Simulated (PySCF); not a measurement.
| atom | x (Å) | y (Å) | z (Å) |
| --- | --- | --- | --- |
| P | 1.7955 | 0.5986 | 1.9096 |
| Si | 2.0581 | -0.5769 | 0.0271 |
| C | 0.3726 | -1.4485 | -0.2539 |
| C | -0.7285 | -0.4878 | -0.0171 |
| C | -1.7447 | -0.0315 | -0.8023 |
| C | -2.4584 | 0.9144 | -0.0211 |
| C | -1.8225 | 0.9678 | 1.1768 |
| O | -0.7723 | 0.1243 | 1.1879 |
| H | 1.4095 | 1.7718 | 1.2830 |
| H | 3.1222 | 1.0068 | 1.9641 |
| H | 2.3776 | 0.2241 | -1.1631 |
| H | 3.0999 | -1.5919 | 0.2128 |
| H | 0.2879 | -1.8564 | -1.2580 |
| H | 0.2871 | -2.2769 | 0.4518 |
| H | -1.9618 | -0.3306 | -1.8075 |
| H | -3.3238 | 1.4705 | -0.3180 |
| H | -2.0053 | 1.5344 | 2.0676 |

Geometry: GFN2-xTB.

Theory: PBE0/pcSseg-1, SCF density, gas phase, non-relativistic (PySCF).

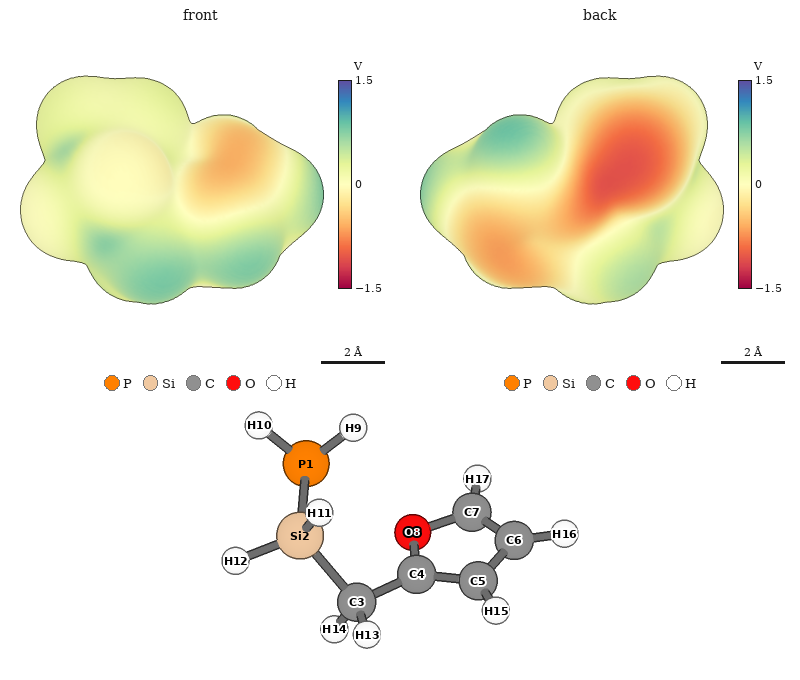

C5H9OPSi (SMILES P[SiH2]Cc1ccco1). The molecular electrostatic potential painted on the density surface at 0.001 e/bohr³, seen from the front and from behind; the colour scale runs from red (negative) to blue (positive). The bare structure is drawn below in the same view.

Question: Describe the electrostatic potential map.

Answer: The most negative region (about −1.1 V) lies over P1 and O8, the most positive (about +0.8 V) over H13 and H17.

Question: How polar is the molecule by this calculation?

Answer: Its dipole moment is 1.38 D.
